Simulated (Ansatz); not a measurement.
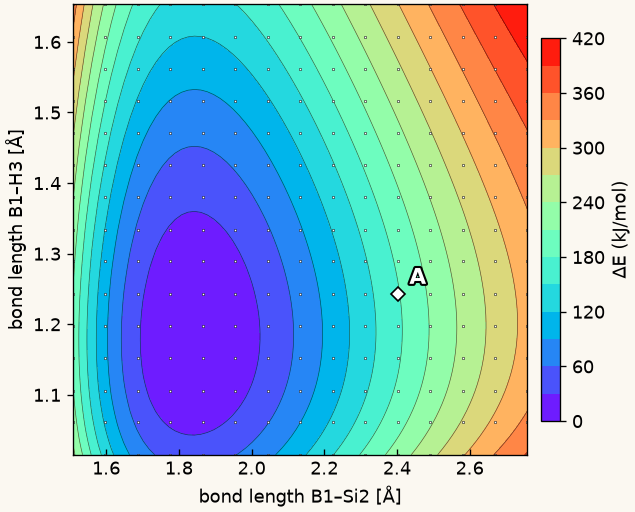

BH3Si, SMILES B=[SiH2]. 
- First axis: bond length B1–Si2. Second axis: bond length B1–H3.
- Nothing is relaxed (all other coordinates rigid).
- Grid: 15 × 15 points.
- Points are written as (first, second).
- Energies: kJ/mol, counted from the relaxed molecule at the same level.
- The reference is spin-restricted, which grows unreliable where a bond is stretched far.
- Method: RKS r2SCAN-D4/def2-TZVP in Ansatz 0.2.0.

In the figure: filled contours, dots at the grid points, the point A. Between grid points the surface is interpolated.

Which way does the force act at A, and how strong is it?

A, at (2.402 Å, 1.243 Å), is not a stationary point. The computed force is 410 kJ/mol for each Å towards smaller values of bond length B1–Si2 and 107 kJ/mol for each Å towards smaller values of bond length B1–H3.
